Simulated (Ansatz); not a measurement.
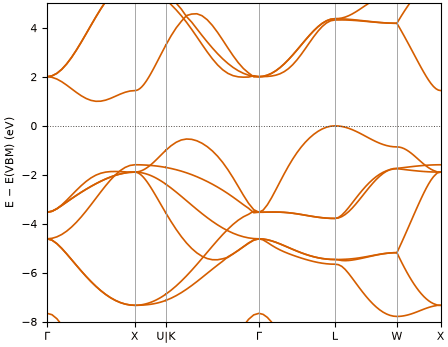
*Band structure from the program Ansatz at the r²SCAN level (PAW)*

Q: Read off the gap and where the band edges lie.

A: About 1.0 eV (1.00 eV by a search for the band edges); maximum at L, minimum on the Γ–X line, 58 % of the way from Γ.

The material is TeO2 (fluorite, Fm-3m).

A made-up cell: these elements were put on the sites of a structure type; neither database checked (COD, Materials Project) lists it. COD files the formula under space group No. 19, 61, 92, 136, so this cell is another polymorph or a model. Whether it is the stable phase at ambient conditions was not checked. Symmetry was held in the r²SCAN relaxation; whether a distortion lowers the energy is not shown. Scalar-relativistic: spin–orbit coupling is off unless named, which matters more the heavier the elements.

Potentials: the later of the program's two PAW sets.
